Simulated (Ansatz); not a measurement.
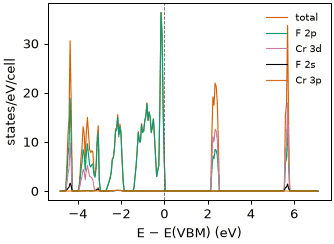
Fig. 1. Total and projected density of states of CrF$_{6}$ in space group R-3 (No. 148; Cr on 3a, F on 18f), r²SCAN+D4 (plane waves, PAW; program Ansatz)

Task: Which orbitals carry the states next to the gap?

Result: Top 1 eV of the valence band: F 2p 99 %. Bottom 1 eV of the conduction band: Cr 3d 58 %, F 2p 38 %. Projections are on Löwdin-orthogonalised atomic valence shells; empty p or d shells of many metals are not among them.

The workflow started from a Materials Project entry (that database holds measured and hypothetical structures alike); the Crystallography Open Database copy checked does not list it. Its standing as an ambient phase is unchecked. Symmetry was held in the r²SCAN+D4 relaxation; its stability against distortions is not shown here. No spin polarisation was allowed. No Hubbard U is applied.

Potentials: the later of the program's two PAW sets.
